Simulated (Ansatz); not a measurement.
**How fast states decay through H3BrF**

A new crystal, H3BrF: structure, gap and complex bands. It is built by putting Br for part of the F in the H3F2 structure of space group P1, with the volume rescaled by atomic radii. The parent structure comes from the Materials Project.

Method: LDA DFT, plane waves, PAW files, in the first sound run; inputs show where later runs differ, in Ansatz 0.2.0.

The structure was built from a prototype and need not be the compound's stable phase.

## Step 1: Starting point

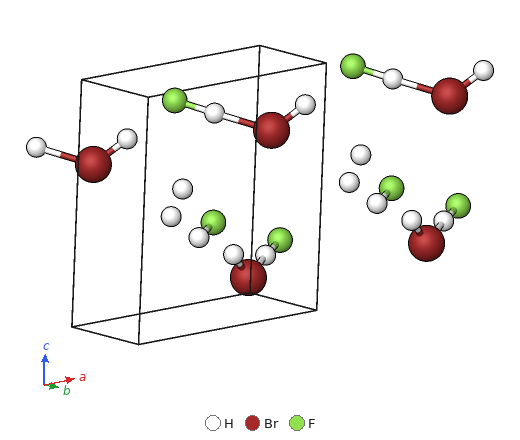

Start, viewed from a free direction; hydrogen white, bromine red, fluorine green. 2×1×1 cells are drawn. Some periodic images of atoms are drawn too.

Structure file:

```cif
data_structure
_symmetry_space_group_name_H-M 'P 1'
_symmetry_Int_Tables_number 1
_cell_length_a 5.2447
_cell_length_b 5.3165
_cell_length_c 7.3969
_cell_angle_alpha 79.571
_cell_angle_beta 79.451
_cell_angle_gamma 77.153
_cell_volume 195.56
loop_
_atom_site_label
_atom_site_type_symbol
_atom_site_fract_x
_atom_site_fract_y
_atom_site_fract_z
_atom_site_occupancy
H1 H 0.77546 0.32305 0.20835 1
H2 H 0.76921 0.81500 0.24185 1
H3 H 0.27027 0.70018 0.45848 1
H4 H 0.32047 0.72294 0.56472 1
H5 H 0.18248 0.23266 0.75184 1
H6 H 0.67586 0.22020 0.78698 1
Br7 Br 0.78028 0.54375 0.13066 1
F8 F 0.77744 0.99915 0.31488 1
Br9 Br 0.99333 0.24209 0.67513 1
F10 F 0.45522 0.20096 0.86711 1
```

## Step 2: Cell and atoms at rest

The substituted atoms don't fit the parent's cell, so cell and atoms relax together. A small smearing keeps the run stable in case the gap closes on the way.

Input file input.yaml:

```yaml
crystal:
  lattice:
    - [5.2447079463, 0.0, 0.0]
    - [1.182128735, 5.1833855652, 0.0]
    - [1.3541324605, 1.0644549664, 7.1935324777]
  atoms:
    - { symbol: H, position: [0.775456, 0.323055, 0.208347] }
    - { symbol: H, position: [0.769213, 0.814998, 0.241845] }
    - { symbol: H, position: [0.27027, 0.700183, 0.458475] }
    - { symbol: H, position: [0.320471, 0.722943, 0.564723] }
    - { symbol: H, position: [0.182479, 0.232664, 0.751844] }
    - { symbol: H, position: [0.675856, 0.220203, 0.786982] }
    - { symbol: Br, position: [0.780279, 0.543751, 0.130657] }
    - { symbol: F, position: [0.777441, 0.999146, 0.314879] }
    - { symbol: Br, position: [0.993329, 0.242086, 0.675133] }
    - { symbol: F, position: [0.45522, 0.200964, 0.867106] }
kpoints:
  mp_grid: { grid: [4, 4, 4] }
scf:
  occupations: { method: gaussian, width: 0.03 }
hamiltonian:
  xc: lda
output:
  forces: true
  stress: true
relax:
  f_tol: 0.02
  max_steps: 60
  cell: {}
```

Run with:

```bash
> ansatz run input.yaml --threads 2 --pin off --max-ram 4096MiB --backend cpu --events-out ev --progress --plain --runs-dir out
```

Numbers of over 12 decimals in the logs are rounded to 6 here.

The program printed:

```text
Engine: ansatz 0.2.0, aarch64-unknown-linux-gnu
Pseudopotentials: kind: paw
Pseudopotential: H, paw, valence charge 1, recommended cutoff 420 eV (normal), H.paw.azcp
Pseudopotential: Br, paw, valence charge 7, recommended cutoff 420 eV (normal), Br.paw.azcp
Pseudopotential: F, paw, valence charge 7, recommended cutoff 420 eV (normal), F.paw.azcp
Functional definition: SPW92
  exchange = slater_x
  correlation = pw_c
Crystal: 10 atoms, lattice volume = 195.559 Å³
Basis set: ecut = 420 eV, 3827 PW (Γ)
Bands: 27, of which v1, the nominal top of the filled ones, is band 17 counted from 1 (16 counted from 0)
Symmetry: 1 space group operations
Space group: P1 (ITA 1), of the structure as read, at distance tolerance 5.8e-5 Å
k-points: 36 of 64 (time reversal used)
Non-local potential: H, projectors of the file, l = 0: 2, l = 1: 1
Non-local potential: Br, projectors of the file, l = 0: 2, l = 1: 2, l = 2: 2
Non-local potential: F, projectors of the file, l = 0: 2, l = 1: 2, l = 2: 1
PAW form: soft (Blöchl's): semilocal exchange-correlation on the pseudo side does not see the compensation charge
PAW frozen core: Br, regenerated for the run's functional, and the local potential with it (the file was generated under x = pbe(κ = 0.804, μ = 0.219515), c = pbe(β = 0.066725))
PAW frozen core: F, regenerated for the run's functional, and the local potential with it (the file was generated under x = pbe(κ = 0.804, μ = 0.219515), c = pbe(β = 0.066725))
PAW one-centre angular grid: H, 110 points (default); XC on 64 Gauss nodes
PAW one-centre angular grid: Br, 110 points (default); XC on 64 Gauss nodes
PAW one-centre angular grid: F, 110 points (default); XC on 64 Gauss nodes
Initial density: superposition of atomic densities (neutral atoms: chi_scale 0, normalization atom), corrected by the library's trained network
Initial wavefunctions: pseudopotential atomic-orbital guess
Functional: x = slater, c = lda
SCF iter   1: F=—  HF=-7065.986887 eV  |F-HF|=—  |Δ(HF+E_count)|=         —  Δρ=8.23e-3  dr2=1.01e-1  ethr=1.77e-3  ⟨swp⟩=8.1  Hψ=5877  notcnv=0  defer=24
preconditioner: auto → Resta (q_TF=auto, 2.038 Å⁻¹)  ε∞=2.4  [insulator: Δε(μ)=6.047 eV  Ē_g=12.451 eV  σ=0.030 eV  W_gap=1.00  n_scr=28 (ndim 8)  ℏωp=14.5 eV  f_vac=0.274  D(μ)=0.00/eV (n_scr^D=0)  ε∞_Penn≈2.4]
SCF iter   2: F=—  HF=-7065.963452 eV  |F-HF|=—  |Δ(HF+E_count)|=   2.34e-2  Δρ=3.71e-3  dr2=1.42e-2  ethr=2.98e-4  ⟨swp⟩=2.4  Hψ=1923  notcnv=0  defer=136
SCF iter   3: F=—  HF=-7065.960521 eV  |F-HF|=—  |Δ(HF+E_count)|=   2.93e-3  Δρ=1.51e-3  dr2=3.53e-3  ethr=4.19e-5  ⟨swp⟩=2.0  Hψ=1628  notcnv=0  defer=136
SCF iter   4: F=—  HF=-7065.959887 eV  |F-HF|=—  |Δ(HF+E_count)|=   6.34e-4  Δρ=3.52e-4  dr2=2.35e-4  ethr=1.04e-5  ⟨swp⟩=2.8  Hψ=1634  notcnv=0  defer=136
SCF iter   5: F=—  HF=-7065.959894 eV  |F-HF|=—  |Δ(HF+E_count)|=   6.71e-6  Δρ=1.03e-4  dr2=2.06e-5  ethr=6.91e-7  ⟨swp⟩=2.2  Hψ=1328  notcnv=0  defer=136
SCF iter   6: F=—  HF=-7065.959897 eV  |F-HF|=—  |Δ(HF+E_count)|=   2.37e-6  Δρ=3.48e-5  dr2=2.15e-6  ethr=6.06e-8  ⟨swp⟩=2.1  Hψ=1364  notcnv=0  defer=136
SCF iter   7: F=—  HF=-7065.959897 eV  |F-HF|=—  |Δ(HF+E_count)|=   8.09e-7  Δρ=3.29e-5  dr2=1.35e-6  ethr=6.33e-9  ⟨swp⟩=2.5  Hψ=1618  notcnv=0  defer=136
SCF iter   8: F=-7065.959897 eV  HF=-7065.959897 eV  |F-HF|=2.44e-8  |Δ(HF+E_count)|=   2.86e-7  Δρ=4.90e-6  dr2=4.11e-8  ethr=2.94e-10  ⟨swp⟩=4.7  Hψ=4128  notcnv=0
SCF 1 converged in 8 iterations: F = -7065.959897 eV  dr2 = 4.11e-8
  greatest PAW one-centre occupation: 0.925 electrons in one spin orbital (limit 2), on the F atom at site 9 (counted from 0), in its partial waves of l = 0
relax step   1: F+E_penalty+E_count = -7065.95989711 eV  Δ(F+E_penalty+E_count) = +0.000e0 eV  max|allowed force component| = 8.851e0 eV/Å  Δτ_max = 0.0000 Å  P = +3.286 GPa  Ω = 195.559 Å³  (8 SCF iters, dr2 threshold 1.00e-7 eV, accepted)
Crystal: 10 atoms, lattice volume = 184.274 Å³
Basis set: ecut = 420 eV, 3607 PW (Γ)
Initial density: handed on by an earlier stage of this run
Initial wavefunctions: those handed on with the density
iter 1 solved again at ethr=1.20e-3 eV; its pass at ethr=3.10e-3 eV (dr2=4.08e-1 eV) is discarded
SCF iter   1: F=—  HF=-7069.146330 eV  |F-HF|=—  |Δ(HF+E_count)|=         —  Δρ=1.90e-2  dr2=4.12e-1  ethr=1.20e-3  ⟨swp⟩=1.8  Hψ=6120  notcnv=0
preconditioner: auto → Resta (q_TF=auto, 2.059 Å⁻¹)  ε∞=2.4  [insulator: Δε(μ)=5.879 eV  Ē_g=12.650 eV  σ=0.030 eV  W_gap=1.00  n_scr=28 (ndim 8)  ℏωp=15.0 eV  f_vac=0.232  D(μ)=0.00/eV (n_scr^D=0)  ε∞_Penn≈2.4]
SCF iter   2: F=—  HF=-7069.024147 eV  |F-HF|=—  |Δ(HF+E_count)|=   1.22e-1  Δρ=8.58e-3  dr2=7.83e-2  ethr=1.20e-3  ⟨swp⟩=2.0  Hψ=1577  notcnv=0
SCF iter   3: F=—  HF=-7068.997731 eV  |F-HF|=—  |Δ(HF+E_count)|=   2.64e-2  Δρ=2.36e-3  dr2=7.43e-3  ethr=2.30e-4  ⟨swp⟩=2.1  Hψ=1850  notcnv=0  defer=101
SCF iter   4: F=—  HF=-7068.996086 eV  |F-HF|=—  |Δ(HF+E_count)|=   1.65e-3  Δρ=9.98e-4  dr2=1.23e-3  ethr=2.19e-5  ⟨swp⟩=2.0  Hψ=1738  notcnv=0  defer=101
SCF iter   5: F=—  HF=-7068.995892 eV  |F-HF|=—  |Δ(HF+E_count)|=   1.94e-4  Δρ=2.31e-4  dr2=1.21e-4  ethr=3.62e-6  ⟨swp⟩=2.0  Hψ=1195  notcnv=0  defer=101
SCF iter   6: F=—  HF=-7068.995901 eV  |F-HF|=—  |Δ(HF+E_count)|=   9.62e-6  Δρ=5.20e-5  dr2=5.96e-6  ethr=3.55e-7  ⟨swp⟩=2.2  Hψ=1490  notcnv=0  defer=101
SCF iter   7: F=—  HF=-7068.995904 eV  |F-HF|=—  |Δ(HF+E_count)|=   2.08e-6  Δρ=3.24e-5  dr2=1.27e-6  ethr=2.94e-9  ⟨swp⟩=6.0  Hψ=3675  notcnv=0
SCF iter   8: F=-7068.995903 eV  HF=-7068.995903 eV  |F-HF|=1.21e-8  |Δ(HF+E_count)|=   1.46e-7  Δρ=9.19e-6  dr2=1.15e-7  ethr=2.94e-9  ⟨swp⟩=5.0  Hψ=3170  notcnv=0
SCF 2 converged in 8 iterations: F = -7068.995903 eV  dr2 = 1.15e-7
relax step   2: F+E_penalty+E_count = -7068.99590341 eV  Δ(F+E_penalty+E_count) = -3.036e0 eV  max|allowed force component| = 2.295e0 eV/Å  Δτ_max = 0.1988 Å  P = +0.353 GPa  Ω = 184.274 Å³  energy of the carried Pulay correction = +1.802e-2 eV  (8 SCF iters, dr2 threshold 1.00e-6 eV, accepted)
Crystal: 10 atoms, lattice volume = 174.582 Å³
Basis set: ecut = 420 eV, 3419 PW (Γ)
iter 1 solved again at ethr=1.09e-3 eV; its pass at ethr=3.10e-3 eV (dr2=3.71e-1 eV) is discarded
SCF iter   1: F=—  HF=-7069.579396 eV  |F-HF|=—  |Δ(HF+E_count)|=         —  Δρ=2.04e-2  dr2=3.73e-1  ethr=1.09e-3  ⟨swp⟩=1.9  Hψ=6226  notcnv=0
preconditioner: auto → Resta (q_TF=auto, 2.077 Å⁻¹)  ε∞=2.5  [insulator: Δε(μ)=5.427 eV  Ē_g=12.734 eV  σ=0.030 eV  W_gap=1.00  n_scr=28 (ndim 8)  ℏωp=15.4 eV  f_vac=0.213  D(μ)=0.00/eV (n_scr^D=0)  ε∞_Penn≈2.5]
[...]
relax step  29: F+E_penalty+E_count = -7070.09491047 eV  Δ(F+E_penalty+E_count) = +2.395e-2 eV  max|allowed force component| = 2.253e-2 eV/Å  Δτ_max = 0.0000 Å  P = -0.209 GPa  Ω = 139.383 Å³  stress off target by 2.99e-1 GPa  SCF on the basis re-selected at this cell (its energy is not comparable with the rows above)  (6 SCF iters)
relax step  30: F+E_penalty+E_count = -7070.10490153 eV  Δ(F+E_penalty+E_count) = -9.991e-3 eV  max|allowed force component| = 7.171e-2 eV/Å  Δτ_max = 0.0572 Å  P = -0.034 GPa  Ω = 136.069 Å³  energy of the carried Pulay correction = +7.684e-3 eV  (7 SCF iters, dr2 threshold 2.23e-7 eV, accepted)
relax step  31: F+E_penalty+E_count = -7070.10451013 eV  Δ(F+E_penalty+E_count) = +3.914e-4 eV  max|allowed force component| = 6.792e-2 eV/Å  Δτ_max = 0.0097 Å  P = -0.048 GPa  Ω = 136.215 Å³  energy of the carried Pulay correction = +7.369e-3 eV  (5 SCF iters, dr2 threshold 3.21e-7 eV, rejected (line search))
relax step  32: F+E_penalty+E_count = -7070.10554731 eV  Δ(F+E_penalty+E_count) = -6.458e-4 eV  max|allowed force component| = 1.210e-2 eV/Å  Δτ_max = 0.0049 Å  P = -0.020 GPa  Ω = 136.017 Å³  energy of the carried Pulay correction = +7.784e-3 eV  (9 SCF iters, accepted)
relax step  33: F+E_penalty+E_count = -7070.10555430 eV  Δ(F+E_penalty+E_count) = -6.984e-6 eV  max|allowed force component| = 3.495e-2 eV/Å  Δτ_max = 0.0137 Å  P = -0.001 GPa  Ω = 136.093 Å³  energy of the carried Pulay correction = +7.675e-3 eV  (6 SCF iters, dr2 threshold 2.03e-8 eV, accepted)
relax step  34: F+E_penalty+E_count = -7070.10528294 eV  Δ(F+E_penalty+E_count) = +2.714e-4 eV  max|allowed force component| = 2.591e-2 eV/Å  Δτ_max = 0.0359 Å  P = +0.001 GPa  Ω = 136.277 Å³  energy of the carried Pulay correction = +7.197e-3 eV  (6 SCF iters, dr2 threshold 7.63e-8 eV, accepted)
relax step  35: F+E_penalty+E_count = -7070.10541688 eV  Δ(F+E_penalty+E_count) = -1.339e-4 eV  max|allowed force component| = 2.317e-2 eV/Å  Δτ_max = 0.0206 Å  P = -0.018 GPa  Ω = 136.250 Å³  energy of the carried Pulay correction = +7.201e-3 eV  (6 SCF iters, dr2 threshold 4.20e-8 eV, accepted)
relax step  36: F+E_penalty+E_count = -7070.10568430 eV  Δ(F+E_penalty+E_count) = -2.674e-4 eV  max|allowed force component| = 1.328e-2 eV/Å  Δτ_max = 0.0066 Å  P = +0.016 GPa  Ω = 136.178 Å³  energy of the carried Pulay correction = +7.386e-3 eV  (6 SCF iters, dr2 threshold 3.36e-8 eV, accepted)
relax step  37: F+E_penalty+E_count = -7070.09960824 eV  Δ(F+E_penalty+E_count) = +6.076e-3 eV  max|allowed force component| = 1.445e-2 eV/Å  Δτ_max = 0.0000 Å  P = -0.038 GPa  Ω = 136.178 Å³  stress off target by 1.06e-1 GPa  SCF on the basis re-selected at this cell (its energy is not comparable with the rows above)  (6 SCF iters)
relax step  38: F+E_penalty+E_count = -7070.10123651 eV  Δ(F+E_penalty+E_count) = -1.628e-3 eV  max|allowed force component| = 2.387e-2 eV/Å  Δτ_max = 0.0100 Å  P = -0.007 GPa  Ω = 135.624 Å³  energy of the carried Pulay correction = +1.329e-3 eV  (6 SCF iters, dr2 threshold 2.81e-8 eV, accepted)
relax step  39: F+E_penalty+E_count = -7070.10216546 eV  Δ(F+E_penalty+E_count) = -9.290e-4 eV  max|allowed force component| = 1.535e-2 eV/Å  Δτ_max = 0.0053 Å  P = +0.010 GPa  Ω = 135.267 Å³  energy of the carried Pulay correction = +2.158e-3 eV  (5 SCF iters, dr2 threshold 3.56e-8 eV, accepted)
iter 1 solved again at ethr=4.52e-7 eV; its pass at ethr=3.10e-3 eV (dr2=1.54e-4 eV) is discarded
SCF iter   1: F=—  HF=-7070.099985 eV  |F-HF|=—  |Δ(HF+E_count)|=         —  Δρ=6.76e-5  dr2=8.62e-7  ethr=4.52e-7  ⟨swp⟩=4.1  Hψ=8360  notcnv=0
preconditioner: auto → Resta (q_TF=auto, 2.167 Å⁻¹)  ε∞=2.7  [insulator: Δε(μ)=5.661 eV  Ē_g=13.453 eV  σ=0.030 eV  W_gap=1.00  n_scr=24 (ndim 8)  ℏωp=17.5 eV  f_vac=0.070  D(μ)=0.00/eV (n_scr^D=0)  ε∞_Penn≈2.7]
SCF iter   2: F=—  HF=-7070.099983 eV  |F-HF|=—  |Δ(HF+E_count)|=   1.16e-6  Δρ=3.08e-5  dr2=2.33e-7  ethr=2.54e-9  ⟨swp⟩=2.4  Hψ=1602  notcnv=0
SCF iter   3: F=—  HF=-7070.099984 eV  |F-HF|=—  |Δ(HF+E_count)|=   1.38e-7  Δρ=1.28e-5  dr2=3.06e-8  ethr=6.84e-10  ⟨swp⟩=2.6  Hψ=1397  notcnv=0
SCF iter   4: F=—  HF=-7070.099984 eV  |F-HF|=—  |Δ(HF+E_count)|=   2.41e-8  Δρ=5.34e-7  dr2=3.13e-10  ethr=9.01e-11  ⟨swp⟩=2.0  Hψ=1403  notcnv=0
SCF iter   5: F=-7070.099984 eV  HF=-7070.099984 eV  |F-HF|=2.55e-11  |Δ(HF+E_count)|=  3.82e-11  Δρ=2.35e-7  dr2=6.17e-11  ethr=1.00e-12  ⟨swp⟩=6.0  Hψ=3618  notcnv=0
SCF 40 converged in 5 iterations: F = -7070.099984 eV  dr2 = 6.17e-11
relax step  40: F+E_penalty+E_count = -7070.09998365 eV  Δ(F+E_penalty+E_count) = +2.182e-3 eV  max|allowed force component| = 1.578e-2 eV/Å  Δτ_max = 0.0000 Å  P = -0.001 GPa  Ω = 135.267 Å³  stress off target by 4.05e-2 GPa  SCF on the basis re-selected at this cell (its energy is not comparable with the rows above)  (5 SCF iters)
basis re-selected at this cell: Δ(F+E_penalty+E_count) = +2.182e-3 eV, ΔP = -0.011 GPa vs the last step (what re-selecting the basis moved, of the pressure what is left beyond the Pulay correction that the steps carried, after the strain that the cell walked since its last selection, with what the two solves' SCF thresholds leave and, on support functions, any second-order correction that the steps lacked; it is no m [...]
SCF converged after 5 iterations
Free energy (F): -7070.099984 eV
Harris-Foulkes:  -7070.099984 eV  (|F-HF|=2.55e-11)
Internal energy: -7070.099984 eV  (E = F + TS)
E sigma→0 (E₀):  -7070.099984 eV
Fermi energy:    1.750636 eV
--- Per-component energies (eV) ---
  E_band       = -268.162463
  E_kinetic    = 751.460026
  E_local      = -2227.388199  (includes V_loc(G=0)·N_el)
  E_nonlocal   = 304.515031
  E_hartree    = 770.094695
  E_xc         = -727.071001
  E_vxc        = -475.066013  (∫ρ·V_xc dr)
  E_paw        = -4699.287232  (= ΣΔE_a)
  E_vpaw       = -161.870888  (= ΣTr[D̂ρ^β])
  E_aug_tail   = -0.001952  (compensation charges beyond the density's cutoff)
  E_ewald      = -1243.060876
  E_core_change = 0.639526  (= ΣΔE_core)
  E_smearing   = -0.000000  (= −TS)
  E_closure    = 0.000000  (closes the sum)
  Σ components = -7070.099984   (vs F -7070.099984, Δ=0.00e0)
--- Forces (eV/Å), atoms counted from 1 ---
  atom   1  H     -0.00250983    -0.00280503     0.00267483
  atom   2  H     -0.00119601    -0.01524155    -0.00985243
  atom   3  H     -0.00120283    -0.00146570    -0.00100270
  atom   4  H      0.00157205     0.00188032     0.00067307
  atom   5  H      0.00535922     0.00144689     0.00473895
  atom   6  H     -0.00225588    -0.00038383     0.00074070
  atom   7  Br     0.00128718     0.00124765     0.00446784
  atom   8  F      0.00175649     0.01577667     0.00404960
  atom   9  Br    -0.00546043     0.00003986    -0.00533079
  atom  10  F      0.00265354    -0.00049635    -0.00114328
  max |Σ_I F_I| component: 1.58e-5 eV/Å
--- Stress (GPa, compression-positive) ---
        0.003195       0.027667      -0.000532
        0.027667      -0.006245       0.025826
       -0.000532       0.025826       0.000399
  P = ⅓ Tr σ = -0.0009 GPa (-0.009 kbar)
--- Relaxed structure (37 steps of the walk, 34 accepted, 3 SCFs on fresh bases) ---
  F+E_penalty+E_count = -7070.09998365 eV   max|allowed force component| = 1.578e-2 eV/Å   (the final SCF, on the basis selected at the relaxed cell)
  cell:  # Å, volume = 135.2665 Å³
    - [4.612997, 0.350901, -0.476821]
    - [1.386543, 4.310886, 0.251522]
    - [0.608252, 1.457851, 7.042316]
  atoms:
    - { symbol: H, position: [0.754872, 0.291561, 0.241123] }
    - { symbol: H, position: [0.721855, 0.860398, 0.275708] }
    - { symbol: H, position: [0.305650, 0.574102, 0.410803] }
    - { symbol: H, position: [0.336791, 0.701801, 0.451304] }
    - { symbol: H, position: [0.234455, 0.244788, 0.787224] }
    - { symbol: H, position: [0.646640, 0.275967, 0.810668] }
    - { symbol: Br, position: [0.877737, 0.544840, 0.123335] }
    - { symbol: F, position: [0.654344, 1.035921, 0.344048] }
    - { symbol: Br, position: [1.017982, 0.142962, 0.680327] }
    - { symbol: F, position: [0.449689, 0.327653, 0.875450] }
```

It took 3.6 min on 2 threads of Arm Neoverse V2, shared host; peak memory 0.43 GiB; 7.1 min of CPU time.

(Part 1 of 4 ends here.)

[Logs are printed without paths, hosts, clocks, repeated set-up lines and the standing remarks that a program may print on its own settings, such as how far it seeks lower states.]

[Hosts, paths, dates, database ids (printed as entryN), source tags and the programs' standing remarks are cut or masked in the printed files.]

[New means built here by substitution; the compound itself may be known and measured.]
